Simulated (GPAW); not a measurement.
# Dielectric function and optical constants of PbO (Litharge)

Wanted: where PbO (Litharge) starts to absorb, how strongly, and its refractive index. The cell comes from an older database entry, whose edges can differ from later determinations, mostly by under a per cent.

Method: DFT, PBE, plane-wave PAW (GPAW data sets), scalar-relativistic, RPA, optical limit, in GPAW 26.7.0.

The database entry behind the starting cell differs from later determinations by our own check (an axis about 0.4 % long against later determinations), so it need not match the best structure at ambient conditions.

## Step 1: Set-up

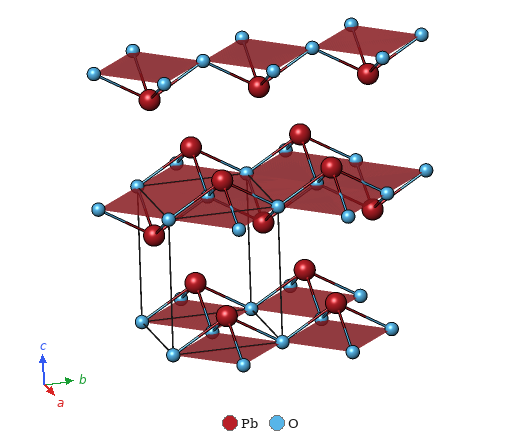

The starting structure, seen slightly off an axis (lead red, oxygen blue). 1×2×2 cells are drawn. Some periodic images of atoms are drawn too.

## Step 2: Ground state

First the ground state: is it a metal or has it a gap?

This step: DFT, PBE, plane-wave PAW (GPAW data sets), scalar-relativistic, ground state (GPAW 26.7.0).

gs.py reads:

```python
from ase import Atoms
from ase.dft.bandgap import bandgap
from gpaw import GPAW, PW, FermiDirac

atoms = Atoms(['Pb', 'Pb', 'O', 'O'],
              cell=[[3.990000000000, 0.000000000000, 0.000000000000],
                    [0.000000000000, 3.990000000000, 0.000000000000],
                    [0.000000000000, 0.000000000000, 5.010000000000]],
              scaled_positions=[[0.500000000000, 0.000000000000, 0.760000000000],
                                [0.000000000000, 0.500000000000, 0.240000000000],
                                [0.500000000000, 0.500000000000, 0.000000000000],
                                [0.000000000000, 0.000000000000, 0.000000000000]],
              pbc=[True, True, True])
atoms.calc = GPAW(mode=PW(500), xc='PBE', kpts={'size': (6, 6, 5), 'gamma': True},
                  occupations=FermiDirac(0.05), maxiter=150, txt='gs.txt')
print('energy (eV)', atoms.get_potential_energy())
print('Fermi level (eV)', atoms.calc.get_fermi_level())
print('valence electrons', atoms.calc.get_number_of_electrons())
print('gap (eV)', bandgap(atoms.calc, output=None)[0])
print('direct gap (eV)', bandgap(atoms.calc, direct=True, output=None)[0])
atoms.calc.write('gs.gpw')
```

Run with:

```sh
> OMP_NUM_THREADS=1 python gs.py
```

Numbers of over 12 decimals in the logs are rounded to 6 here.

What it wrote:

```text
__  _  _
 | _ |_)|_||  |
 |__||  | ||/\| - 26.7.0

Versions:
  Python: 3.12.14
  ASE:    3.29.0
  Numpy:  2.5.5
  Scipy:  1.18.1
  Libxc:  7.0.0

Input parameters:
  mode=PW(ecut=500.0),
  kpts=MonkhorstPack(size=(6, 6, 5), gamma=True),
  maxiter=150,
  occupations=Occupations(name='fermi-dirac', width=0.05, fixmagmom=False),
  xc=XC(name='PBE')

Diagonalizing LCAO Hamiltonian
Converting LCAO to pw mode
   .---------.
  /|         |
 * |         |
 | |  Pb     |
 | |         |
 | |         |
 |Pb---------.
 |/    O    /
 O---------*

Atoms  # Å, Bohr magnetons
|   | symbol |        x |        y |        z |    initial magnetic moments |
| 0 |     Pb | 1.995000 | 0.000000 | 3.807600 | ( 0.0000,  0.0000,  0.0000) |
| 1 |     Pb | 0.000000 | 1.995000 | 1.202400 | ( 0.0000,  0.0000,  0.0000) |
| 2 |      O | 1.995000 | 1.995000 | 0.000000 | ( 0.0000,  0.0000,  0.0000) |
| 3 |      O | 0.000000 | 0.000000 | 0.000000 | ( 0.0000,  0.0000,  0.0000) |

Unit cell  # Å
| periodic |        x |        y |        z |  lengths |    angles |
|      yes | 3.990000 | 0.000000 | 0.000000 | 3.990000 | 90.000000 |
|      yes | 0.000000 | 3.990000 | 0.000000 | 3.990000 | 90.000000 |
|      yes | 0.000000 | 0.000000 | 5.010000 | 5.010000 | 90.000000 |

Number of symmetries: 8
Symmetry operations  # r_c * U_cc + t_c -> r_c
|   | kind |            matrix            |
| 0 |  E   |  1, 0, 0,  0, 1, 0,  0, 0, 1 |
| 1 |  σ   |  1, 0, 0,  0,-1, 0,  0, 0, 1 |
| 2 |  C2  |  0, 1, 0,  1, 0, 0,  0, 0,-1 |
| 3 |  S4  |  0, 1, 0, -1, 0, 0,  0, 0,-1 |
| 4 |  S4  |  0,-1, 0,  1, 0, 0,  0, 0,-1 |
| 5 |  C2  |  0,-1, 0, -1, 0, 0,  0, 0,-1 |
| 6 |  σ   | -1, 0, 0,  0, 1, 0,  0, 0, 1 |
| 7 |  C2  | -1, 0, 0,  0,-1, 0,  0, 0, 1 |

BZ-sampling:
  Number of BZ points: 180
  Number of IBZ points: 30

  Monkhorst-Pack size: [6, 6, 5]
  Monkhorst-Pack shift: [0.083333, 0.083333, 0.0]

K-points  # in reciprocal-cell coordinates
|     |                                coordinates |     weight |
|   0 | (  0.00000000,   0.00000000,   0.00000000) | 0.00555556 |
|   1 | (  0.00000000,   0.00000000,   0.20000000) | 0.01111111 |
|   2 | (  0.00000000,   0.00000000,   0.40000000) | 0.01111111 |
|   3 | (  0.16666667,   0.00000000,   0.00000000) | 0.02222222 |
|   4 | (  0.16666667,   0.00000000,   0.20000000) | 0.04444444 |
|   5 | (  0.16666667,   0.00000000,   0.40000000) | 0.04444444 |
|   6 | (  0.16666667,   0.16666667,   0.00000000) | 0.02222222 |
|   7 | (  0.16666667,   0.16666667,   0.20000000) | 0.04444444 |
|   8 | (  0.16666667,   0.16666667,   0.40000000) | 0.04444444 |
|   9 | (  0.33333333,   0.00000000,   0.00000000) | 0.02222222 |
| ... |                                            |            |
|  29 | (  0.50000000,   0.50000000,   0.40000000) | 0.01111111 |

Plane wave coefficients: 2051
Cutoff: 500.0 eV

Spin-components: 1 (collinear spins)
Bands:           26
Projectors:      22
Spin-degeneracy: 2
Datatype:        complex128

Parallelization:
  kpt:    1
  domain: 1
  band:   1

Density:
  Valence electrons: 40.0
  Components: 1
  Grid points: [21 21 27]
  Charge: 0.0  # |e|

Potential:
  Grid points: [21 21 27]

species:
  Pb:
    name:    Lead
    id:
    Z:       82.0
    valence: 14
    core:    68
    charge:  0.0  # [|e|]
    compensation charges:
      type: gauss
      rc: 0.38  # [Å]
      lmax: 2
    cutoffs:
      filter: 2.36  # [Å]
      core: 2.43  # [Å]
    projectors
    | kind |    occ | energy [eV] | rcut [Å] |
    |   6s |  2.000 |     -11.969 |    1.259 |
    |   6p |  2.000 |      -3.506 |    1.275 |
    |   5d | 10.000 |     -21.211 |    1.217 |
    |    s |        |      15.243 |    1.259 |
    |    p |        |      23.705 |    1.275 |
    |    d |        |       6.001 |    1.217 |

    Using partial waves for Pb as LCAO basis

  O:
    name:    Oxygen
    id:
    Z:       8.0
    valence: 6
    core:    2
    charge:  0.0  # [|e|]
    compensation charges:
      type: gauss
      rc: 0.21  # [Å]
      lmax: 2
    cutoffs:
      filter: 1.17  # [Å]
      core: 0.83  # [Å]
    projectors
    | kind |    occ | energy [eV] | rcut [Å] |
    |   2s |  2.000 |     -23.961 |    0.688 |
    |   2p |  4.000 |      -9.029 |    0.598 |
    |    s |        |       3.251 |    0.688 |
    |    p |        |      18.182 |    0.598 |
    |    d |        |       0.000 |    0.619 |

    Using partial waves for O as LCAO basis

Reference energy: -1138630.631331  # eV

eigensolver:
  PPCG
  Converge bands: occupied
  niter=2

density mixing:
  MSR1-Mixer
  Pratt-step length: 0.05
  Maximum mixing coefficient: 0.75
  Old densities: 10
  SVD Regularization: 0.005
  Good broyden scale: 1.0
  Trust region scale: 1.0
  Backstep threshold: 4.0
  History deletion threshold: 6.0
  Fourier metric: weight=20.0, sigma=0.015

occupation numbers:
  Fermi-Dirac:
    width: 0.0500  # eV

poisson solver:
  ecut: 4000.0  # eV

xc functional:
  name: PBE with 2 nearest neighbor stencil

convergence criteria:
- Maximum [total energy] change in last 3 cyles: 0.0005 eV / valence electron
- Maximum integral of absolute [dens]ity change: 0.0001 electrons / valence electron
- Maximum integral of absolute [eigenst]ate change: 4e-08 eV^2 / valence electron
maximum number of iterations: 150

SCF iterations
|iter     |      energy | eigst |  dens |
|iter:   1||  -25.445842 | +0.15 |       |
|iter:   2||  -24.144186 | -1.00 | -0.97 |
|iter:   3||  -21.601736 | -0.37 | -1.04 |
|iter:   4||  -21.574878 | -2.44 | -1.51 |
|iter:   5||  -21.571349 | -2.45 | -1.71 |
|iter:   6||  -21.571865c| -3.63 | -2.57 |
|iter:   7||  -21.572109c| -4.88 | -2.99 |
|iter:   8||  -21.572121c| -5.36 | -3.58 |
|iter:   9||  -21.572115c| -6.06 | -3.91 |
|iter:  10||  -21.572116c| -7.38 | -4.45c|
|iter:  11||  -21.572116c| -7.55c| -4.82c|

Converged in 11 steps
SCF loop duration: 51.056 s (4.641 s/step)
Energy contributions relative to reference atoms: (reference = -1138630.631331)

Energy contributions:
  Kinetic:          38.522839
  Coulomb:         -36.636523
  Zero:             -0.156787
  External:          0.000000
  Xc:              -23.301644
  Entropy:          -0.000000
  Spinorbit:         0.000000
  ----------------------------
  Free energy:     -21.572116
  Extrapolated:    -21.572116

dipole moment: (-27.979117, -27.979117, -28.253816)  # |e|*Ang

Fermi level: 6.213
Eigenvalues  # (at kpt = [0.000, 0.000, 0.000])
| band index |      eig [eV] | occ [0-2] |
|          0 |       -12.694 |     2.000 |
|        ... |               |           |
|         12 |        -1.458 |     2.000 |
|         13 |        -1.075 |     2.000 |
|         14 |         1.421 |     2.000 |
|         15 |         1.421 |     2.000 |
|         16 |         3.943 |     2.000 |
|         17 |         4.009 |     2.000 |
|         18 |         4.009 |     2.000 |
|         19 |         5.633 |     2.000 |
|         20 |         8.019 |     0.000 |
|         21 |        11.150 |     0.000 |
|         22 |        11.150 |     0.000 |
|         23 |        11.181 |     0.000 |
|         24 |        12.206 |     0.000 |
|         25 |        12.206 |     0.000 |

Gap: 1.127 eV
Transition (v -> c):
  (s=0, k=0, n=19, [0.00, 0.00, 0.00]) -> (s=0, k=27, n=20, [0.50, 0.50, 0.00])
Direct/indirect transitions are different
Direct gap: 2.117 eV
Transition at: (s=0, k=27, n=19, [0.50, 0.50, 0.00])

--- standard output ---
energy (eV) -21.572116
Fermi level (eV) 6.212546
valence electrons 40.0
gap (eV) 1.126855
direct gap (eV) 2.116901
```

Run time: 55 s. Hardware: 1 thread of Arm Neoverse N1, shared host; peak memory 0.18 GiB.

Read-outs, printed or worked out from the files:

* energy: -21.57 eV
* Fermi energy: 6.213 eV
* gap on the k-mesh: 1.127 eV
* direct gap on the mesh: 2.117 eV
* electrons: 40

There is a gap, 1.13 eV on this mesh (points off the mesh can give less), so no carriers' term is needed.

## Step 3: Bands for the response

At the fixed density, many empty bands are solved on the mesh of the response, since the spectrum sums over them.

This step: DFT, PBE, plane-wave PAW (GPAW data sets), scalar-relativistic, bands at fixed density (GPAW 26.7.0).

nscf.py reads:

```python
from ase.dft.bandgap import bandgap
from gpaw import GPAW, FermiDirac

calc = GPAW('gs.gpw').fixed_density(kpts={'size': (8, 8, 6), 'gamma': True}, nbands=84, convergence={'bands': 78},
                                    occupations=FermiDirac(0.001), txt='nscf.txt')
print('gap (eV)', bandgap(calc, output=None)[0])
print('direct gap (eV)', bandgap(calc, direct=True, output=None)[0])
print('top band over the Fermi level (eV)', min(calc.get_eigenvalues(kpt=k)[77] for k in range(len(calc.get_ibz_k_points()))) - calc.get_fermi_level())
calc.write('full.gpw', mode='all')
```

Run with:

```sh
> OMP_NUM_THREADS=1 python nscf.py
```

What it wrote:

```text
Diagonalizing LCAO Hamiltonian
Converting LCAO to pw mode
convergence criteria:
- Maximum integral of absolute [eigenst]ate change: 4e-08 eV^2 / valence electron
maximum number of iterations: 150

SCF iterations
|iter     |      energy | eigst |  dens |
|iter:   1||             | +3.73 |       |
|iter:   2||             | +2.55 |       |
|iter:   3||             | +1.65 |       |
|iter:   4||             | +0.79 |       |
|iter:   5||             | +0.14 |       |
|iter:   6||             | -0.45 |       |
|iter:   7||             | -0.95 |       |
|iter:   8||             | -1.45 |       |
|iter:   9||             | -1.95 |       |
|iter:  10||             | -2.48 |       |
|iter:  11||             | -2.98 |       |
|iter:  12||             | -3.51 |       |
|iter:  13||             | -3.99 |       |
|iter:  14||             | -4.49 |       |
|iter:  15||             | -4.92 |       |
|iter:  16||             | -5.41 |       |
|iter:  17||             | -5.84 |       |
|iter:  18||             | -6.33 |       |
|iter:  19||             | -6.75 |       |
|iter:  20||             | -7.11 |       |
|iter:  21||             | -7.44c|       |
SCF steps: 21
  __  _  _
 | _ |_)|_||  |
 |__||  | ||/\| - 26.7.0

Versions:
  Python: 3.12.14
  ASE:    3.29.0
  Numpy:  2.5.5
  Scipy:  1.18.1
  Libxc:  7.0.0

Input parameters:
  mode=PW(ecut=500.0),
  convergence={'bands': 78},
  gpts=array([21, 21, 27]),
  kpts=MonkhorstPack(size=(8, 8, 6), gamma=True),
  maxiter=150,
  nbands=84,
  occupations=Occupations(name='fermi-dirac', width=0.001, fixmagmom=False),
  parallel={},
  xc=XC(name='PBE')

--- standard output ---
gap (eV) 1.125716
direct gap (eV) 2.116901
top band over the Fermi level (eV) 39.176858
```

Wall time 10 min (1 thread); peak memory 0.35 GiB.

Numbers from this step:

| Property | Result |
| --- | --- |
| gap on the k-mesh | 1.126 eV |

## Step 4: Dielectric function, RPA

Local fields let the induced charge screen the field inside the cell, which as a rule lowers ε, most along directions where the density is uneven.

This step: DFT, PBE, plane-wave PAW (GPAW data sets), scalar-relativistic, RPA, optical limit (GPAW 26.7.0).

df.py reads:

```python
from gpaw.response.df import DielectricFunction

df = DielectricFunction('full.gpw', frequencies={'type': 'nonlinear', 'domega0': 0.03, 'omega2': 8},
                        ecut=50,
                        eta=0.15,
                        nbands=78,
                        txt='df.txt')
for direction in ['x', 'z']:
    df.get_dielectric_function(xc='RPA', direction=direction, filename=f'df_{direction}.csv')
```

Run with:

```sh
> OMP_NUM_THREADS=1 python df.py
```

What it wrote:

```text
Using integrator: PointIntegrator
NonLinearFrequencyDescriptor(from 0.000 to 61.537 eV, 491 points)
Nonperiodic BCs:  [False False False]
Using integrator: PointIntegrator
NonLinearFrequencyDescriptor(from 0.000 to 61.537 eV, 491 points)
Nonperiodic BCs:  [False False False]

Calculating chi0 body with:
    Ground state adapter containing:
    Number of spins: 1
    Number of kpoints: 384
    Number of irreducible kpoints: 60
    Number of completely occupied states: 20
    Number of partially occupied states: 20

    Linear response parametrization:
    q_c: [0.0, 0.0, 0.0]
    Number of frequency points: 491
    Planewave cutoff: 50.0
    Number of bands: 78
    Number of planewaves: 65
    Broadening (eta): 0.15

Integrating chi0 body.

Symmetries of q_c:
    Direct symmetries (Uq -> q): 8
    Indirect symmetries (TUq -> q): 8
In total 16 allowed symmetries.

60 groups of equivalent kpoints. 84.375% reduction.

Integral kind: spectral function

Calculating chi0 optical extensions with:
    Ground state adapter containing:
    Number of spins: 1
    Number of kpoints: 384
    Number of irreducible kpoints: 60
    Number of completely occupied states: 20
    Number of partially occupied states: 20

    Linear response parametrization:
    Number of frequency points: 491
    Planewave cutoff: 50.0
    Number of bands: 78
    Number of planewaves: 65
    Broadening (eta): 0.15
Integrating chi0 head and wings.

Symmetries of q_c:
    Direct symmetries (Uq -> q): 8
    Indirect symmetries (TUq -> q): 8
In total 16 allowed symmetries.

60 groups of equivalent kpoints. 84.375% reduction.

Integral kind: spectral function wings
```

It took 84 s on 1 thread; peak memory 0.32 GiB.

Numbers from this step:

| Item | Value |
| --- | --- |
| electronic dielectric constant ε∞, mean over x, y and z (by symmetry where fewer were run) | 6.338 |
| main peak of Im epsilon, first axis | 4.005 eV |

Values under the direct gap are tails of Lorentzian lines. Table of Im ε by photon energy; read off at these points:

```tsv
photon energy (eV)	E ∥ x	E ∥ z
0.0	0	0
1.0	0.0936	0.0807
2.0	0.518	0.316
3.0	3.20	2.82
4.0	11.0	9.08
4.5	10.3	12.4
4.6	10.2	11.9
5.0	6.07	7.22
6.0	5.26	3.94
7.0	4.33	4.58
8.0	2.38	2.24
9.0	2.21	1.37
10.0	2.23	1.35
11.0	1.76	1.69
12.0	0.878	1.03
13.0	0.790	0.714
```

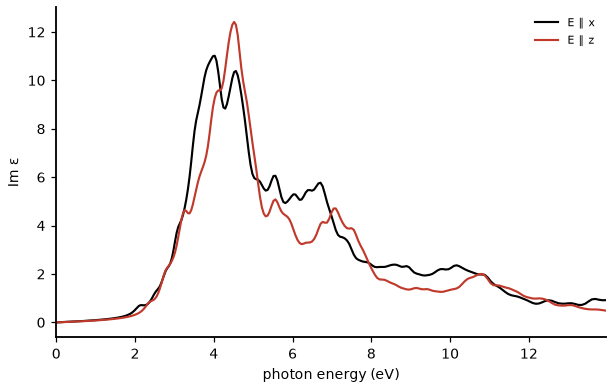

Im ε against photon energy.

Table of Re ε by photon energy:

```tsv
photon energy (eV)	E ∥ x	E ∥ z
0	6.53	5.95
1	6.82	6.20
2	8.08	7.27
3	10.8	9.43
4	5.74	8.34
5	0.196	-1.85
6	0.940	-0.413
7	-1.42	0.555
8	-0.404	-1.30
9	-0.134	-0.00799
10	0.250	0.557
11	-0.521	-0.0789
12	-0.0884	-0.00801
13	0.434	0.283
```

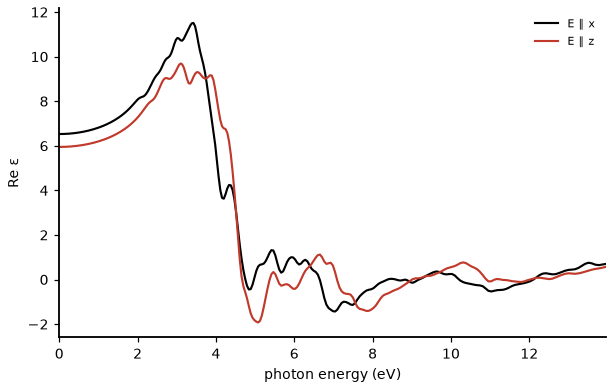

Re ε, plotted against photon energy.

The loss function −Im 1/ε at q → 0 has structure finer than the step of the table below, so its rows give means over 1 eV, whole bins alone (the curve runs from 0 to 14.0 eV). Peaks (eV: height): E ∥ x 12.2: 1.28; E ∥ z 9.6: 0.745, 12.8: 1.35.

Values under the direct gap are tails of Lorentzian lines. Table of loss function −Im 1/ε at q → 0 by energy loss; means over each step:

```tsv
energy loss (eV)	E ∥ x	E ∥ z
1	0.00207	0.00215
2	0.00774	0.00728
3	0.0261	0.0314
4	0.0718	0.0602
5	0.144	0.145
6	0.185	0.255
7	0.219	0.236
8	0.397	0.367
9	0.463	0.687
10	0.450	0.629
11	0.566	0.585
12	1.04	0.926
13	0.959	1.28
```

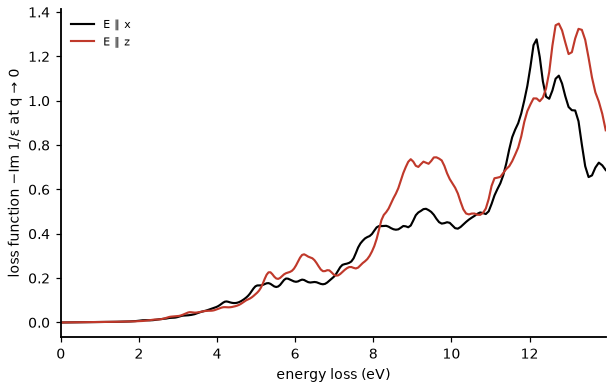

Loss function −Im 1/ε at q → 0 against energy loss.

Values under the direct gap are tails of Lorentzian lines. Im ε, E ∥ x against photon energy; read off at these points:

```tsv
photon energy (eV)	without local fields	with local fields
0.00	0	0
0.50	0.0478	0.0415
1.00	0.108	0.0936
1.50	0.208	0.181
2.00	0.570	0.518
2.50	1.35	1.20
3.00	3.87	3.20
3.50	10.1	7.76
4.00	12.4	11.0
4.50	11.4	10.3
5.00	6.12	6.07
5.50	6.29	5.99
6.00	5.76	5.26
6.50	6.01	5.45
6.66	6.23	5.74
7.00	4.52	4.33
7.50	3.19	3.01
8.00	2.65	2.38
8.50	2.73	2.37
9.00	2.55	2.21
9.50	2.37	1.98
10.00	2.76	2.23
10.50	2.24	2.11
11.00	1.66	1.76
11.50	1.14	1.16
12.00	0.940	0.878
12.50	1.03	0.915
13.00	0.899	0.790
13.50	1.05	0.852
```

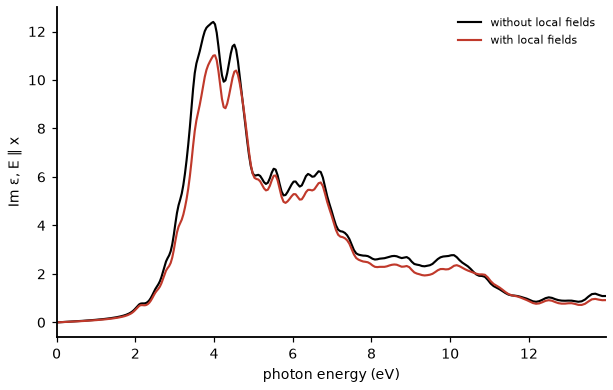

Im ε, E ∥ x, plotted against photon energy.

The reflectivity at normal incidence by photon energy; read off at these points:

```tsv
photon energy (eV)	E ∥ x (%)	E ∥ z (%)
0.00	19.1	17.5
0.50	19.3	17.7
1.00	19.9	18.2
1.50	21.0	19.3
2.00	23.0	21.1
2.50	25.7	23.8
3.00	29.7	27.2
3.50	34.9	29.6
4.00	38.0	34.9
4.50	38.0	41.7
4.65	40.1	43.8
4.70	40.2	43.6
5.00	33.3	43.3
5.50	30.2	29.7
5.61	31.8	31.7
6.00	28.3	30.1
6.50	30.8	20.6
7.00	37.9	27.2
7.50	34.7	32.9
7.91	26.8	38.4
8.00	26.0	38.2
8.50	21.2	27.5
9.00	22.3	17.9
9.50	16.8	14.6
10.00	18.5	10.1
10.50	22.8	13.0
11.00	27.3	20.0
11.50	25.3	18.7
12.00	19.8	17.3
12.50	11.2	16.6
13.00	7.55	9.89
13.50	4.75	6.79
```

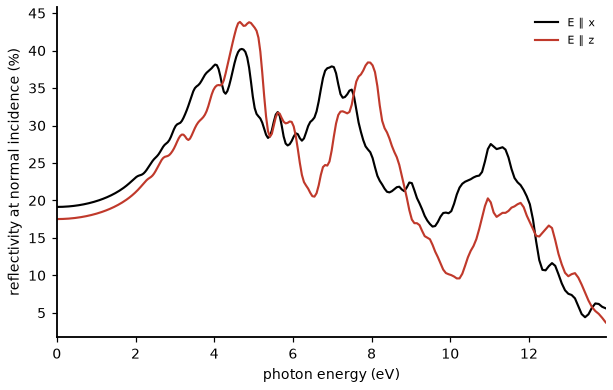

Reflectivity at normal incidence against photon energy.

Optical constants at common wavelengths, from n + ik = √ε:

```tsv
wavelength (nm)	n x	k x	R (%) x	1/α x	n z	k z	R (%) z	1/α z
1064	2.63	0.022	20.2	3.8 µm	2.51	0.020	18.5	4.3 µm
800	2.70	0.036	21.2	1.8 µm	2.57	0.031	19.4	2.0 µm
450	3.17	0.322	27.5	111 nm	3.02	0.341	25.8	105 nm
365	3.51	0.884	33.5	33 nm	3.08	0.737	28.4	39 nm
308	2.96	1.858	38.1	13 nm	3.19	1.455	35.1	17 nm
248	1.77	1.714	33.3	12 nm	1.68	2.157	43.3	9.2 nm
193	1.74	1.574	30.3	9.8 nm	1.42	1.163	21.2	13 nm
```

Below the direct gap, k and the depth come from the tails of the Lorentzian lines, not from transitions.

At 1064 nm the birefringence n(z) − n(x) is -0.123: the crystal is uniaxial negative at this level.

## Step 5: Results

```json
{
 "electronic dielectric constant ε∞, mean over x, y and z (by symmetry where fewer were run) (RPA)": "6.34",
 "main peak of Im epsilon, first axis": "4.01 eV"
}
```

In words: At this level (PBE, RPA) PbO has a mean ε∞ = 6.34 and n = 2.59 at 1550 nm (E ∥ x), and Im ε peaks at 4.0 eV (E ∥ x). On the mesh the gap is 1.13 eV and the least direct gap 2.12 eV, so on this mesh the band edges lie at different points. Local fields change the static value along x from 7.19 to 6.53 (-9 %). Distinct maxima of Im ε, read by a parabola through the highest points, lie at 4.01 eV (11), 4.55 eV (10), 5.54 eV (6.1) and 6.69 eV (5.8) for E ∥ x. The static values by axis are 6.53 (x), 5.95 (z). At 1064 nm the birefringence n(z) − n(x) is -0.123: the crystal is uniaxial negative at this level. Excitons and phonon-assisted transitions are missing; PBE gaps are as a rule too small, which pulls the onset down and ε∞ up, while the missing spin-orbit coupling works the other way with such heavy atoms. Spin-orbit coupling is left out although heavy atoms are present. The sum runs over mesh points, so small or evenly spaced maxima can still be ripples of the mesh. In this version of GPAW the matrix elements of the optical limit are incomplete, which can lower ε − 1 by up to a tenth where first-row anions or d states rule, and shift it by more in d metals.

[Machine, clock and banner lines and Python warnings are left out of the logs.]

[Logs are printed without paths, hosts, clocks, repeated set-up lines and the standing remarks that a program may print on its own settings, such as how far it seeks lower states.]

[Hosts, paths, dates, database ids (printed as entryN), source tags and the programs' standing remarks are cut or masked in the printed files.]
